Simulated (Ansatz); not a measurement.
**Sb: response to strain**

Take Sb in the fcc (Cu type) structure (space group Fm-3m, No. 225; a = 4.714 Å; relaxed with 0.1 eV smearing) as the base.

Strains are applied to the cell and any free atomic positions relax.

Level of theory: Kohn–Sham DFT with the PBEsol functional, run in Ansatz (a quantum-chemistry and plane-wave program) with PAW and 420 eV plane waves, without spin-orbit coupling.

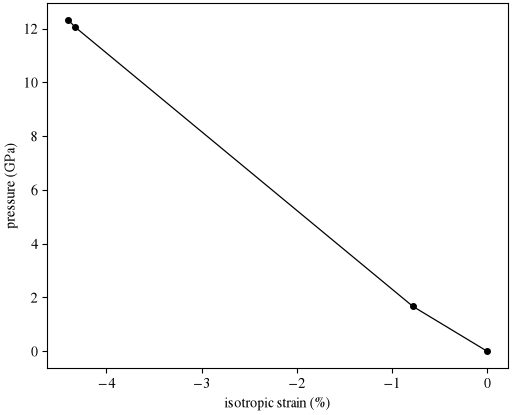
Pressure against isotropic strain

Q: From the plot, what is the pressure for isotropic strain −0.78 %?

A: About 2 GPa.

Q: Is the trend monotonic over the range shown?

A: Yes, it falls throughout, spanning 0.0 GPa to 12.3 GPa.

Stability against distortions was not tested. This is not the structure that Sb has at room temperature and ambient pressure.
